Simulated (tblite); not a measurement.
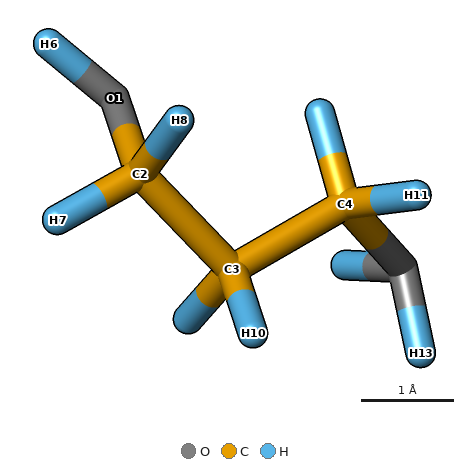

Figure 1. The starting structure (stick view, seen at a tilt; atoms are numbered from 1 in the order of the input). Bond lengths as drawn: C–C 1.52 to 1.53 Å, C–H 1.09 to 1.10 Å, C–O 1.41 to 1.48 Å and H–O 0.96 to 0.98 Å.

**Run report: C3H9O2 (charge +1), saddle-point search**

The run: saddle-point search of C3H9O2, charge +1, SMILES OCCC[OH2+]. Method and program: GFN2-xTB saddle search (eigenvector following) and harmonic vibrations, gas phase (tblite 0.8.0).

**Input file**
```
{"job": {"xc": "GFN2-xTB", "basis": "xTB", "kind": "saddle"}, "charge": 1, "multiplicity": 1}
O     -1.499968     1.049193     0.625385
C     -1.498138    -0.156291    -0.105744
C     -0.078623    -0.318305    -0.662001
C      0.901637    -0.343896     0.499974
O      2.193675     0.291693     0.167714
H     -2.398865     1.268106     0.892732
H     -2.210774    -0.123419    -0.935990
H     -1.749317    -1.007188     0.540308
H      0.113301     0.555517    -1.289980
H     -0.018889    -1.216498    -1.273896
H      1.137670    -1.355098     0.831377
H      0.495936     0.233910     1.333381
H      2.574848    -0.127007    -0.634556
H      2.037507     1.249282     0.011294
```

The first line tells a small driver script what to run in tblite; the rest is the geometry in Å.

Hardware: 1 CPU thread, shared host.

Command:
```bash
OMP_NUM_THREADS=1 python <driver script> task.json out
```

**What the program printed**
```
step      E/eV     max force
  0    -507.70468   0.0300
  1    -507.70473   0.0646
  2    -507.70502   0.0128
  3    -507.70490   0.0178
  4    -507.70491   0.0022
lowest wavenumbers (cm-1): -73.1 157.5 248.8 278.6 344.3 371.9
```

**Trajectory as extended XYZ (Å, eV, eV/Å), 5 frames, from step=0 to step=4**
```
14
Properties=species:S:1:pos:R:3:forces:R:3 step=0 energy=-507.70468
O    -1.5000    1.0492    0.6254   -0.0240   0.0060   0.0170
C    -1.4981   -0.1563   -0.1057   -0.0040  -0.0080  -0.0110
C    -0.0786   -0.3183   -0.6620   -0.0050  -0.0050  -0.0020
C     0.9016   -0.3439    0.5000    0.0000   0.0040   0.0010
O     2.1937    0.2917    0.1677   -0.0010  -0.0010   0.0020
H    -2.3989    1.2681    0.8927    0.0280  -0.0080  -0.0010
H    -2.2108   -0.1234   -0.9360    0.0010   0.0050  -0.0040
H    -1.7493   -1.0072    0.5403   -0.0040   0.0000  -0.0020
H     0.1133    0.5555   -1.2900   -0.0020  -0.0010   0.0020
H    -0.0189   -1.2165   -1.2739    0.0000   0.0020  -0.0010
H     1.1377   -1.3551    0.8314    0.0050   0.0040   0.0030
H     0.4959    0.2339    1.3334   -0.0020   0.0050  -0.0020
H     2.5748   -0.1270   -0.6346    0.0070  -0.0010   0.0070
H     2.0375    1.2493    0.0113    0.0030  -0.0020  -0.0090
14
Properties=species:S:1:pos:R:3:forces:R:3 step=1 energy=-507.70473
O    -1.4561    1.0617    0.6234   -0.0160  -0.0180  -0.0050
C    -1.4966   -0.1427   -0.1116    0.0070   0.0040  -0.0010
C    -0.0812   -0.3562   -0.6630   -0.0070   0.0100  -0.0110
C     0.9054   -0.3703    0.4963    0.0190  -0.0060   0.0160
O     2.1654    0.3368    0.1798   -0.0400   0.0140  -0.0210
H    -2.3446    1.3012    0.9064    0.0170  -0.0050  -0.0060
H    -2.2050   -0.0797   -0.9444    0.0120  -0.0010   0.0090
H    -1.7827   -0.9853    0.5313    0.0060   0.0180  -0.0080
H     0.1319    0.4932   -1.3186   -0.0070  -0.0240   0.0130
H    -0.0448   -1.2722   -1.2505   -0.0020   0.0190   0.0130
H     1.1911   -1.3778    0.8023   -0.0060   0.0480  -0.0130
H     0.4771    0.1698    1.3452    0.0220  -0.0180  -0.0240
H     2.5864   -0.0629   -0.6133   -0.0210   0.0230   0.0320
H     1.9538    1.2845    0.0166    0.0130  -0.0630   0.0060
14
Properties=species:S:1:pos:R:3:forces:R:3 step=2 energy=-507.70502
O    -1.4807    1.0482    0.6325   -0.0030   0.0020   0.0030
C    -1.4981   -0.1503   -0.1107   -0.0050  -0.0020  -0.0020
C    -0.0797   -0.3337   -0.6629    0.0010  -0.0020   0.0010
C     0.9021   -0.3505    0.4989   -0.0050   0.0020  -0.0040
O     2.1811    0.3119    0.1728    0.0110   0.0000  -0.0020
H    -2.3741    1.2729    0.9110    0.0010  -0.0010   0.0010
H    -2.2064   -0.0953   -0.9437    0.0010   0.0010   0.0010
H    -1.7684   -1.0020    0.5261   -0.0020  -0.0010   0.0000
H     0.1213    0.5280   -1.3043    0.0010   0.0050  -0.0020
H    -0.0287   -1.2406   -1.2623    0.0010  -0.0030  -0.0030
H     1.1577   -1.3581    0.8251    0.0020  -0.0120   0.0040
H     0.4865    0.2159    1.3351   -0.0070   0.0070   0.0070
H     2.5856   -0.1088   -0.6167    0.0040  -0.0030  -0.0010
H     2.0018    1.2623   -0.0010    0.0000   0.0070  -0.0040
14
Properties=species:S:1:pos:R:3:forces:R:3 step=3 energy=-507.70490
O    -1.4627    1.0578    0.6262   -0.0010  -0.0020   0.0010
C    -1.4970   -0.1442   -0.1118    0.0060   0.0000   0.0000
C    -0.0808   -0.3503   -0.6628   -0.0030   0.0030  -0.0020
C     0.9046   -0.3649    0.4970    0.0060  -0.0020   0.0060
O     2.1688    0.3307    0.1781   -0.0140   0.0000   0.0020
H    -2.3522    1.2923    0.9092    0.0030  -0.0010  -0.0010
H    -2.2044   -0.0824   -0.9448   -0.0010   0.0000  -0.0030
H    -1.7798   -0.9890    0.5287    0.0010   0.0010   0.0000
H     0.1294    0.5016   -1.3150   -0.0020  -0.0060   0.0030
H    -0.0409   -1.2640   -1.2529   -0.0010   0.0050   0.0040
H     1.1828   -1.3721    0.8082   -0.0020   0.0170  -0.0050
H     0.4798    0.1817    1.3427    0.0090  -0.0060  -0.0090
H     2.5873   -0.0752   -0.6121   -0.0030   0.0020   0.0030
H     1.9653    1.2778    0.0094    0.0010  -0.0110   0.0020
14
Properties=species:S:1:pos:R:3:forces:R:3 step=4 energy=-507.70491
O    -1.4651    1.0558    0.6278    0.0000   0.0000   0.0000
C    -1.4970   -0.1451   -0.1119   -0.0010   0.0000   0.0000
C    -0.0806   -0.3477   -0.6629    0.0000   0.0000   0.0000
C     0.9041   -0.3622    0.4973   -0.0010   0.0000  -0.0010
O     2.1704    0.3276    0.1774    0.0010   0.0000   0.0010
H    -2.3551    1.2888    0.9101    0.0000   0.0000   0.0000
H    -2.2045   -0.0837   -0.9451    0.0000   0.0000   0.0000
H    -1.7781   -0.9914    0.5275    0.0000   0.0000   0.0000
H     0.1281    0.5053   -1.3137    0.0000   0.0000   0.0000
H    -0.0390   -1.2604   -1.2539    0.0000   0.0000   0.0000
H     1.1786   -1.3690    0.8112    0.0010  -0.0020   0.0000
H     0.4811    0.1876    1.3411   -0.0010   0.0010   0.0010
H     2.5865   -0.0806   -0.6126    0.0010  -0.0010  -0.0010
H     1.9708    1.2751    0.0077    0.0000   0.0020   0.0000
```

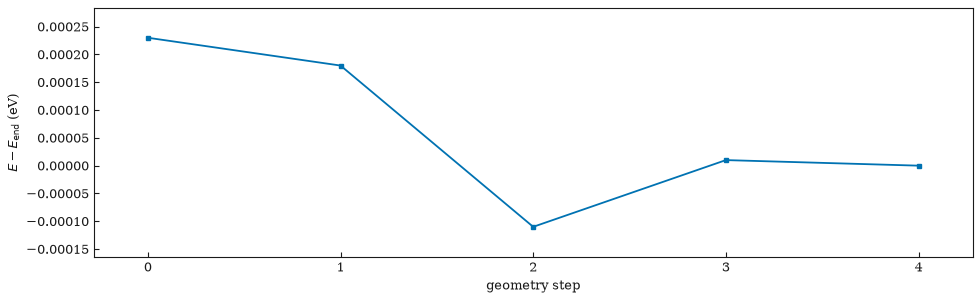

Figure 2. Progress of the saddle-point search, step by step (steps are counted from 0).

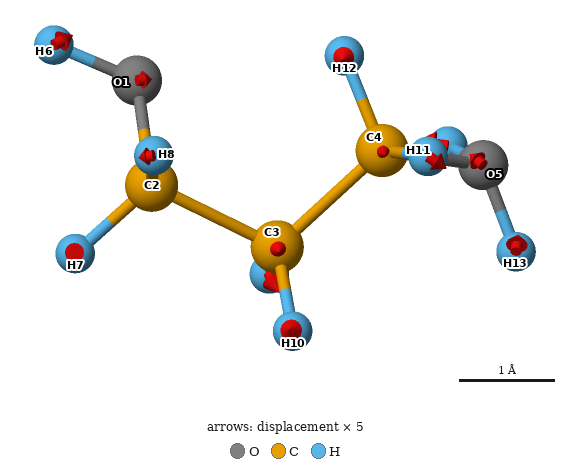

Figure 3. The starting structure with the displacements as red arrows, magnified 5 times (ball-and-stick view, seen at a tilt). The two geometries are laid on each other by the best rigid fit. The energy falls by next to nothing (0.0 eV) in 4 geometry steps. Largest force component: 0.028 eV/Å at the start, 0.002 eV/Å at the end. H14 moves most after the best rigid fit: 0.072 Å. By element the largest moves are H 0.072 Å, O 0.044 Å, C 0.030 Å. (Atoms are counted from 1 in the order of the input.)

**Summary**

```json
{"quantity": "outcome", "value": "converged"}
{"quantity": "total energy", "value": "−507.7049 eV"}
{"quantity": "point group", "value": "C1"}
{"quantity": "wall time", "value": "0.73 s"}
{"quantity": "peak memory", "value": "0.19 GiB"}
```
